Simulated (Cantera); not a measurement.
Charge: 1 mol Fe₃O₄, a varied amount of CO, at 2448.15 K and 7300 Pa.

These are equilibrium values from Cantera (NASA tables, ideal gas, pure condensed phases), not measurements of a reactor. Candidate condensed phases: C, Fe, Fe(CO)₅, FeO, Fe₂O₃, Fe₃O₄; 15 gas species. The tables' stoichiometric FeO is somewhat more stable than real wüstite, so its field is too wide. FeO: taken at fixed stoichiometry. Equilibrium is a limit: real reactors are often held back by kinetics, nucleation or transport.

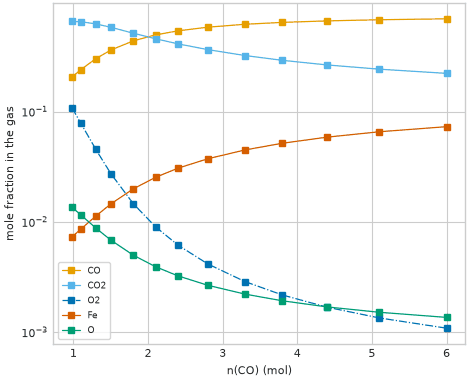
Figure. Equilibrium gas composition (values under 1e-9 drawn at 1e-9)

Problem. Read off the mole fractions at 3.8 mol CO.

Solution. CO about 0.65, CO₂ about 0.29, Fe about 0.052, O₂ about 0.0022, O about 0.0019.
